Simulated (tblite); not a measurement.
# GePH3ClO4F: geometry relaxation

GePH3ClO4F, computed with GFN2-xTB geometry optimisation, gas phase (tblite 0.8.0).

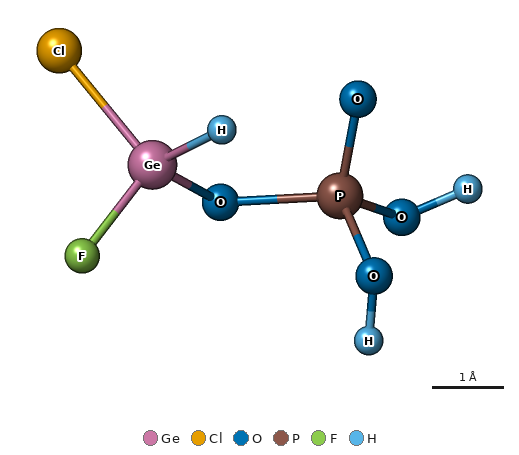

Fig. 1: The structure as given in the input (ball-and-stick view, seen at an oblique angle). Sticks mark near contacts. Bond lengths as drawn: Cl–Ge 2.15 Å, F–Ge 1.74 Å, Ge–H 1.56 Å, Ge–O 1.77 Å, H–O 0.96 to 1.01 Å and O–P 1.50 to 1.71 Å.

### Input
```
{"job": {"kind": "relax", "xc": "GFN2-xTB", "basis": "xTB"}, "charge": 0, "multiplicity": 1}
Ge     1.866713    -0.063150    -0.430511
Cl     3.230571    -1.722427    -0.284189
O      0.271706    -0.613722    -0.973553
P     -0.968044    -0.184734     0.130615
O     -0.490984    -0.604300     1.490801
O     -1.197868     1.513591     0.192490
O     -2.410266    -0.882893    -0.294600
F      2.566453     1.088785    -1.531410
H      1.698442     0.590025     0.971812
H     -1.553376     1.878337    -0.621347
H     -3.058057    -0.997054     0.475333
```

The first line tells a small driver script what to run in tblite; the rest is the geometry in Å.

Hardware: 1 CPU thread, shared host.

Command:
```bash
OMP_NUM_THREADS=1 python <driver script> task.json out
```

### The program's output
```
step      E/eV     max force
  0    -864.13443    2.978
  1    -864.52706    2.420
  2    -864.86355    1.690
  3    -864.97277    0.751
  4    -865.02174    0.672
  5    -865.14053    0.762
  6    -865.16900    0.660
  7    -865.22764    0.549
  8    -865.25820    0.538
  9    -865.27738    0.355
 10    -865.28690    0.275
 11    -865.30014    0.355
 12    -865.31608    0.422
 13    -865.33022    0.424
 14    -865.33852    0.297
 15    -865.34343    0.181
 16    -865.34720    0.191
 17    -865.35277    0.234
 18    -865.36051    0.278
 19    -865.36853    0.257
 20    -865.37413    0.175
 21    -865.37761    0.194
 22    -865.38060    0.174
 23    -865.38406    0.143
 24    -865.38757    0.171
 25    -865.39045    0.177
 26    -865.39343    0.154
 27    -865.39691    0.187
 28    -865.40220    0.231
 29    -865.40596    0.227
 30    -865.41009    0.153
 31    -865.41302    0.208
 32    -865.41460    0.326
 33    -865.41656    0.226
 34    -865.41815    0.087
 35    -865.41920    0.080
 36    -865.42132    0.115
 37    -865.42301    0.144
 38    -865.42522    0.153
 39    -865.42696    0.113
 40    -865.42812    0.092
 41    -865.42880    0.091
 42    -865.42951    0.098
 43    -865.43054    0.110
 44    -865.43225    0.144
 45    -865.43378    0.133
 46    -865.43523    0.088
 47    -865.43615    0.072
 48    -865.43701    0.100
 49    -865.43808    0.108
 50    -865.43929    0.187
 51    -865.44076    0.105
 52    -865.44247    0.166
 53    -865.44317    0.165
 54    -865.44417    0.143
 55    -865.44527    0.124
 56    -865.44645    0.092
 57    -865.44725    0.167
 58    -865.44809    0.108
 59    -865.44857    0.064
 60    -865.44897    0.061
 61    -865.44925    0.059
 62    -865.45008    0.092
 63    -865.45114    0.113
 64    -865.45268    0.158
 65    -865.45483    0.179
 66    -865.45705    0.426
 67    -865.46221    0.281
 68    -865.46728    0.275
 69    -865.47010    0.197
 70    -865.47169    0.095
 71    -865.47309    0.112
 72    -865.47457    0.128
 73    -865.47785    0.130
 74    -865.48257    0.192
 75    -865.48448    0.250
 76    -865.48766    0.299
 77    -865.49049    0.110
 78    -865.49251    0.200
 79    -865.49379    0.097
 80    -865.49425    0.056
 81    -865.49448    0.035
 82    -865.49464    0.039
 83    -865.49486    0.058
 84    -865.49521    0.072
 85    -865.49564    0.077
 86    -865.49620    0.062
 87    -865.49689    0.074
 88    -865.49771    0.083
 89    -865.49863    0.119
 90    -865.49951    0.135
 91    -865.50023    0.109
 92    -865.50082    0.086
 93    -865.50128    0.072
 94    -865.50159    0.045
 95    -865.50181    0.070
 96    -865.50208    0.062
 97    -865.50248    0.072
 98    -865.50318    0.073
 99    -865.50426    0.065
100    -865.50483    0.064
101    -865.50529    0.064
102    -865.50563    0.055
103    -865.50595    0.043
104    -865.50637    0.060
105    -865.50689    0.067
106    -865.50747    0.067
107    -865.50797    0.065
108    -865.50831    0.112
109    -865.50876    0.089
110    -865.50926    0.073
111    -865.50998    0.062
112    -865.51031    0.083
113    -865.51056    0.049
114    -865.51078    0.057
115    -865.51108    0.056
116    -865.51151    0.049
117    -865.51182    0.047
118    -865.51209    0.043
119    -865.51229    0.031
120    -865.51242    0.029
121    -865.51250    0.023
122    -865.51255    0.014
123    -865.51258    0.017
124    -865.51261    0.020
125    -865.51263    0.022
126    -865.51266    0.022
127    -865.51269    0.023
128    -865.51274    0.025
129    -865.51279    0.026
130    -865.51283    0.021
131    -865.51285    0.015
132    -865.51286    0.009
133    -865.51287    0.007
```

### Trajectory as extended XYZ (Å, eV, eV/Å), 10 of the 28 frames kept, from step=0 to step=133
```
11
Properties=species:S:1:pos:R:3:forces:R:3 step=0 energy=-864.13443
Ge    1.8667   -0.0632   -0.4305    0.6610  -0.7720   1.7700
Cl    3.2306   -1.7224   -0.2842   -0.7170   0.6430  -0.3270
O     0.2717   -0.6137   -0.9736   -2.4370   1.1470   0.6520
P    -0.9680   -0.1847    0.1306    0.9910  -0.1750   2.7840
O    -0.4910   -0.6043    1.4908   -1.0320   0.7440  -2.4510
O    -1.1979    1.5136    0.1925    0.3140  -2.7890  -0.9970
O    -2.4103   -0.8829   -0.2946    0.5950   0.8740   0.8510
F     2.5665    1.0888   -1.5314   -0.2550   0.0640  -0.2650
H     1.6984    0.5900    0.9718    0.1350  -0.0080  -0.7420
H    -1.5534    1.8783   -0.6213    0.0410  -0.0310   0.0270
H    -3.0581   -0.9971    0.4753    1.7030   0.3030  -1.3010
11
Properties=species:S:1:pos:R:3:forces:R:3 step=15 energy=-865.34343
Ge    1.8401   -0.0762   -0.2459   -0.0970  -0.0080  -0.0650
Cl    2.9443   -1.8098   -0.4364   -0.1230   0.1060   0.0280
O     0.1986   -0.4232   -0.8574   -0.0530  -0.0400   0.0780
P    -0.9143   -0.1429    0.2401    0.0110   0.0050  -0.0500
O    -0.5431   -0.6099    1.5692   -0.0840   0.0230   0.0350
O    -1.1548    1.4255    0.1724    0.0080   0.0560   0.0160
O    -2.2326   -0.7592   -0.3992    0.1100  -0.0260   0.0570
F     2.3177    1.0064   -1.5394    0.0840   0.0200   0.0470
H     1.7583    0.7721    0.9891    0.1440  -0.0540  -0.0950
H    -1.4812    1.6880   -0.6890    0.0400   0.0680  -0.0180
H    -2.7778   -1.0683    0.3218   -0.0400  -0.1500  -0.0330
11
Properties=species:S:1:pos:R:3:forces:R:3 step=30 energy=-865.41009
Ge    1.8356   -0.0731   -0.2590   -0.0480   0.0550  -0.0770
Cl    2.7992   -1.8694   -0.4736    0.0450  -0.0650  -0.0190
O     0.1758   -0.3611   -0.7678   -0.0920  -0.0270   0.0910
P    -0.9816   -0.0824    0.3005   -0.0770   0.0670   0.0370
O    -0.6774   -0.5328    1.6505    0.0530  -0.0200  -0.0650
O    -1.2285    1.4744    0.1845    0.0220   0.0460  -0.0640
O    -2.2588   -0.7337   -0.3831    0.0030  -0.0900   0.0780
F     2.3270    1.0153   -1.5418    0.0300  -0.0440  -0.0540
H     1.9739    0.8024    0.9335   -0.0100   0.0100   0.1430
H    -1.3638    1.7446   -0.7252   -0.0320   0.0220   0.0300
H    -2.6460   -1.3818    0.2070    0.1070   0.0450  -0.1000
11
Properties=species:S:1:pos:R:3:forces:R:3 step=45 energy=-865.43378
Ge    1.8345   -0.0845   -0.2582    0.0030  -0.0460   0.0370
Cl    2.7552   -1.9082   -0.5059   -0.0230   0.0020   0.0040
O     0.1589   -0.3057   -0.7137    0.0010  -0.0610  -0.0500
P    -1.0114   -0.0153    0.3384   -0.0300   0.0480   0.0710
O    -0.6991   -0.4390    1.6940    0.0730  -0.0250   0.0090
O    -1.2811    1.5285    0.1809   -0.0420   0.0090  -0.0100
O    -2.2662   -0.7058   -0.3407   -0.0690  -0.0690  -0.0120
F     2.3286    0.9449   -1.5817    0.0400   0.0340   0.0010
H     2.0106    0.7466    0.9695    0.0230   0.0090  -0.0030
H    -1.4144    1.7881   -0.7311   -0.0440  -0.0090  -0.0130
H    -2.4602   -1.5471    0.0740    0.0680   0.1090  -0.0350
11
Properties=species:S:1:pos:R:3:forces:R:3 step=60 energy=-865.44897
Ge    1.8247   -0.1187   -0.2404    0.0070  -0.0300   0.0060
Cl    2.6755   -1.9747   -0.5093   -0.0280  -0.0010   0.0030
O     0.1457   -0.2771   -0.7460    0.0150   0.0330  -0.0300
P    -0.9917    0.0412    0.3366   -0.0020   0.0090   0.0190
O    -0.5872   -0.3458    1.6804    0.0150   0.0090   0.0050
O    -1.3119    1.5687    0.1502   -0.0590  -0.0020  -0.0160
O    -2.2740   -0.6700   -0.2688    0.0260  -0.0120  -0.0330
F     2.3980    0.9206   -1.5246    0.0250   0.0080  -0.0170
H     2.0217    0.6843    1.0001   -0.0020   0.0000   0.0080
H    -1.6478    1.7680   -0.7250    0.0180  -0.0070   0.0280
H    -2.2977   -1.5939   -0.0278   -0.0150  -0.0080   0.0260
11
Properties=species:S:1:pos:R:3:forces:R:3 step=75 energy=-865.48448
Ge    1.8077   -0.1084   -0.2288   -0.0020  -0.1000  -0.0290
Cl    2.0956   -2.1355   -0.5366   -0.0400   0.0970   0.0300
O     0.1729    0.2854   -0.7918    0.0380  -0.0660   0.1440
P    -0.9862    0.1638    0.3104   -0.1200   0.0830  -0.2030
O    -0.4622   -0.1913    1.6247    0.0270  -0.0020  -0.0550
O    -1.7527    1.5310    0.1921    0.1380  -0.0280   0.1690
O    -2.0291   -0.8600   -0.3163    0.0890  -0.0660   0.0110
F     2.7214    0.7322   -1.4591   -0.0650  -0.0100   0.0140
H     2.1879    0.5636    1.0453   -0.0070   0.0240   0.0000
H    -1.9074    1.7726   -0.7193   -0.0700   0.0160  -0.0760
H    -1.8926   -1.7509    0.0048    0.0110   0.0510  -0.0050
11
Properties=species:S:1:pos:R:3:forces:R:3 step=90 energy=-865.49951
Ge    1.8123   -0.1032   -0.2066   -0.0010   0.0290   0.0090
Cl    1.9618   -2.1410   -0.4591    0.0140  -0.0520   0.0120
O     0.2092    0.3695   -0.7982    0.0110   0.0060   0.0270
P    -0.9555    0.1821    0.2741   -0.0450  -0.0370   0.0210
O    -0.4217   -0.2146    1.5752    0.0090   0.0410  -0.0350
O    -1.7581    1.5301    0.2208   -0.0200   0.0320  -0.0690
O    -1.9564   -0.8614   -0.3847   -0.0210  -0.0780  -0.0110
F     2.7440    0.6619   -1.4677    0.0130  -0.0090  -0.0040
H     2.2419    0.5838    1.0463   -0.0250   0.0160  -0.0330
H    -2.0798    1.7321   -0.6613    0.0440  -0.0360   0.1220
H    -1.8425   -1.7368   -0.0132    0.0210   0.0890  -0.0390
11
Properties=species:S:1:pos:R:3:forces:R:3 step=105 energy=-865.50689
Ge    1.8209   -0.0980   -0.1979    0.0100   0.0170  -0.0110
Cl    1.9432   -2.1520   -0.3305    0.0020   0.0060   0.0220
O     0.2185    0.3783   -0.7888    0.0150   0.0190  -0.0550
P    -0.9517    0.1817    0.2756   -0.0110   0.0400   0.0140
O    -0.4141   -0.2452    1.5647    0.0260  -0.0270  -0.0070
O    -1.7396    1.5386    0.2720    0.0040  -0.0310   0.0280
O    -1.9690   -0.8202   -0.4215   -0.0190  -0.0310   0.0130
F     2.7626    0.5583   -1.5177   -0.0450  -0.0190   0.0470
H     2.2639    0.6792    0.9967   -0.0070  -0.0110  -0.0180
H    -2.1802    1.7081   -0.5606    0.0150   0.0080  -0.0230
H    -1.7993   -1.7263   -0.1664    0.0100   0.0300  -0.0100
11
Properties=species:S:1:pos:R:3:forces:R:3 step=120 energy=-865.51242
Ge    1.7985   -0.0836   -0.1890    0.0060  -0.0160   0.0020
Cl    1.9408   -2.1386   -0.2037   -0.0010  -0.0030  -0.0030
O     0.1972    0.3701   -0.8205   -0.0160   0.0070   0.0140
P    -0.9496    0.1616    0.2676    0.0040   0.0020  -0.0090
O    -0.3716   -0.3039    1.5276    0.0000   0.0000  -0.0050
O    -1.7244    1.5231    0.3295    0.0160  -0.0230   0.0090
O    -1.9974   -0.8106   -0.4234   -0.0040  -0.0160   0.0090
F     2.7296    0.5044   -1.5416    0.0190   0.0040  -0.0120
H     2.2459    0.7598    0.9554   -0.0080   0.0160   0.0080
H    -2.1343    1.7493   -0.5053   -0.0090   0.0110  -0.0120
H    -1.7795   -1.7294   -0.2711   -0.0070   0.0190   0.0000
11
Properties=species:S:1:pos:R:3:forces:R:3 step=133 energy=-865.51287
Ge    1.7999   -0.0816   -0.1898   -0.0010   0.0030   0.0000
Cl    1.9707   -2.1339   -0.1919   -0.0010  -0.0010   0.0000
O     0.1928    0.3469   -0.8333    0.0040  -0.0040   0.0020
P    -0.9483    0.1507    0.2617    0.0010   0.0000   0.0000
O    -0.3664   -0.3234    1.5170    0.0000   0.0020  -0.0030
O    -1.7032    1.5225    0.3340   -0.0050   0.0030   0.0040
O    -2.0165   -0.8057   -0.4195    0.0030   0.0050  -0.0010
F     2.7348    0.5087   -1.5411    0.0000   0.0000   0.0010
H     2.2222    0.7843    0.9486   -0.0020   0.0000  -0.0030
H    -2.1181    1.7607   -0.4955    0.0020  -0.0020   0.0000
H    -1.8126   -1.7268   -0.2648   -0.0010  -0.0040   0.0010
```

### Key numbers

| quantity | value |
| --- | --- |
| outcome | converged |
| total energy | −865.5129 eV |
| wall time | 4 s |
| peak memory | 0.17 GiB |
